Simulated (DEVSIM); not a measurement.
Device: Si p-i-n diode, at 300 K.

| layer (left to right) | material | thickness (μm) | Nd (cm⁻³) | Na (cm⁻³) | τn (s) | τp (s) |
|---|---|---|---|---|---|---|
| 1 | Si | 0.190 | - | 2.1e18 | 1.1e-6 | 1.1e-6 |
| 2 | Si | 0.390 | 2.9e11 | - | 1.1e-6 | 1.1e-6 |
| 3 | Si | 2.50 | 8.8e17 | - | 1.1e-6 | 1.1e-6 |

Left contact: ohmic. Right contact: ohmic. Voltage is applied to the left contact. Recombination: SRH at mid-gap, radiative, Auger. Mobility is μmin + (μ − μmin)/(1 + (N/Nref)^α).

This is a model device: material constants are rounded textbook-type values typed into the input, and sizes, dopings and lifetimes were drawn at random. Values at 300 K.

```csv
parameter,Si
gap (eV),1.124
affinity (eV),4.05
permittivity,11.7
Nc (cm⁻³),2.86e19
Nv (cm⁻³),3.1e19
μn (cm²/Vs),1417
μp (cm²/Vs),470
"μn,min",52
"μp,min",45
"Nref,n",9.7e16
"Nref,p",2.2e17
αn,0.68
αp,0.72
B (cm³/s),4.7e-15
Cn (cm⁶/s),2.8e-31
Cp (cm⁶/s),9.9e-32
```

Model (solved in DEVSIM): 1D drift-diffusion, Boltzmann statistics, complete ionisation; no tunnelling, impact ionisation, image-force lowering or self-heating.

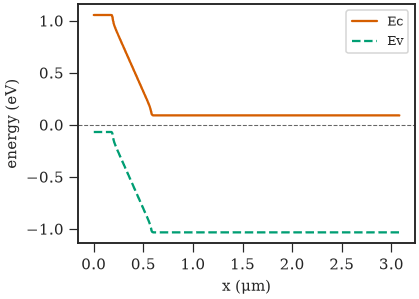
Band edges at zero bias

Energies count from the Fermi level of the right contact; mesh points crowd at the junctions.

```
x (μm)   Ec (eV)  Ev (eV)  n (cm⁻³)  p (cm⁻³)  field (V/cm)
-------  -------  -------  --------  --------  ------------
0.000      1.054   -0.070     < 1e2    2.1e18           ≈ 0
0.02356    1.054   -0.070     < 1e2    2.1e18           ≈ 0
0.06129    1.054   -0.070     < 1e2    2.1e18           ≈ 0
0.1193     1.054   -0.070     < 1e2    2.1e18           ≈ 0
0.1726     1.054   -0.070     < 1e2    2.1e18          -260
0.1931     1.007   -0.117       350    3.3e17        -56000
0.2187     0.924   -0.200      8500    1.4e16        -24000
0.2948     0.758   -0.366   5300000    2.2e13        -21000
0.4076     0.516   -0.608    6.1e10     1.9e9        -21000
0.4985     0.321   -0.803    1.2e14    990000        -21000
0.5502     0.208   -0.916    9.2e15     13000        -23000
0.5831     0.104   -1.020    5.2e17       220        -29000
0.6123     0.090   -1.034    8.8e17       130           -46
0.6676     0.090   -1.034    8.8e17       130           ≈ 0
0.8483     0.090   -1.034    8.8e17       130           ≈ 0
1.157      0.090   -1.034    8.8e17       130           ≈ 0
1.744      0.090   -1.034    8.8e17       130           ≈ 0
2.433      0.090   -1.034    8.8e17       130           ≈ 0
2.847      0.090   -1.034    8.8e17       130           ≈ 0
2.979      0.090   -1.034    8.8e17       130           ≈ 0
3.041      0.090   -1.034    8.8e17       130           ≈ 0
3.080      0.090   -1.034    8.8e17       130           ≈ 0
```
